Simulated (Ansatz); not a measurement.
# Cl2F2H2In2: the cost of one run

The runs use Ansatz 0.2.0, Gaussian basis; the settings change from run to run.

1 further run of the same task is left out (for a known fault of the program). Runs told in other sessions of the task aren't counted.

## 1. The geometry

An earlier PBE0-D4 in a triple-zeta def2 set relaxation fixed the geometry. In takes a core potential in def2 sets; no spin-orbit term is included.

SMILES `[Cl][In@H-]1[F+][In@H-]([Cl])[F+]1`, 8 atoms, charge 0, spin multiplicity 1.

Atoms are counted from 1 here; the program's logs count them from 0.

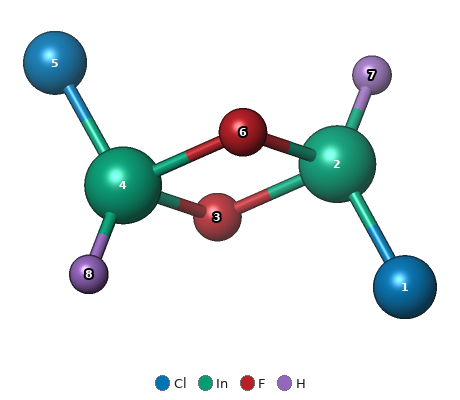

The geometry (chlorine blue, indium teal, fluorine red, hydrogen purple); atoms are numbered from 1 in the order of the file.

## 2. B97/def2-mTZVPP

Set apart from the defaults: multiplicity 3.

in.yaml reads:

```yaml
crystal:
  periodic: [false, false, false]
  atoms:
    - {symbol: Cl, position_ang: [0.814071, -2.898954, 1.047605]}
    - {symbol: In, position_ang: [1.357285, -0.687054, 0.694808]}
    - {symbol: F, position_ang: [0.453116, -0.300579, -1.182124]}
    - {symbol: In, position_ang: [-1.357111, 0.687156, -0.693660]}
    - {symbol: Cl, position_ang: [-0.816914, 2.897931, -1.057480]}
    - {symbol: F, position_ang: [-0.451156, 0.304011, 1.183339]}
    - {symbol: H, position_ang: [2.719168, 0.263093, 0.975675]}
    - {symbol: H, position_ang: [-2.718468, -0.265615, -0.968162]}
basis:
  gaussian: {orbitals: def2-mTZVPP}
magnetization: {spin_polarized: true, initial_magnetization: 2}
hamiltonian: {xc: {name: B97}}
```

Run with:

```console
$ ansatz run in.yaml --threads 4 --pin off --events-out ev --progress --plain --max-ram 11315MiB
```

Q: Estimate wall time and peak memory on 4 threads of Arm Neoverse V1, shared host.

About 57 s, with a peak of 1.2 GiB.
